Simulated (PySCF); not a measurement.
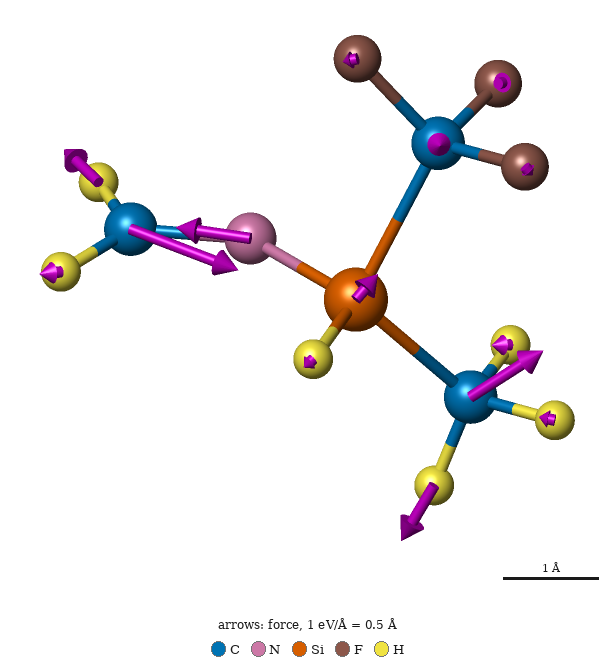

Starting geometry of C3H6F3NSi with the computed forces as purple arrows. Style: ball-and-stick. Shown at a tilt.

The start comes from GFN2-xTB. Its atoms were then displaced at random by about 0.01 Å.

All numbers below come from PySCF 2.14.0, density-fitted response routines, PBE0-D3(BJ)/def2-SVP geometry optimisation, gas phase. 

> Is this structure relaxed? If not, where do the atoms go?

It isn't relaxed: the largest force vector, on a C atom, is 2.60 eV/Å. The final displacements have little in common with the starting forces (cosine between the two patterns 0.12). After 10 geometry steps the energy has fallen by 0.206 eV. The largest move after the best rigid fit is that of an H atom, 0.36 Å. By element the largest moves are H 0.36 Å, N 0.22 Å, Si 0.18 Å, F 0.16 Å, C 0.08 Å. Near-neighbour distances that change, for instance: C–H 1.067 → 1.106 Å, N–Si 1.716 → 1.748 Å, C–H 1.094 → 1.112 Å, C–N 1.276 → 1.262 Å. Among the angles between lasting bonds that change: C–N–Si 139.4° → 126.0°, N–Si–H 122.0° → 113.2°, N–Si–C 99.4° → 105.5°.
